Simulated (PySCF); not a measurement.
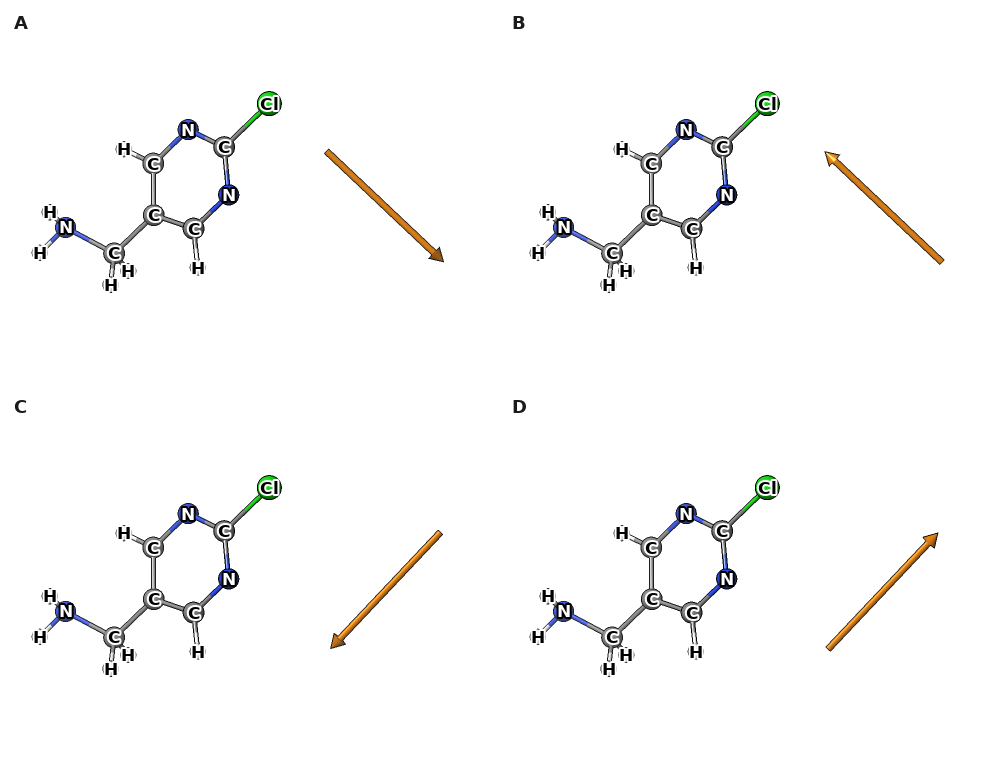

The same molecule four times, each with an arrow. The computed structure is the end point of a GFN2-xTB optimisation. No frequency run is at hand to confirm it as a minimum. Properties computed with PBE0/pcSseg-1, gas phase (PySCF 2.14.0).

Question: Which arrow points along the dipole moment, from the negative to the positive end?

Answer: C. The dipole moment is 5.24 D.
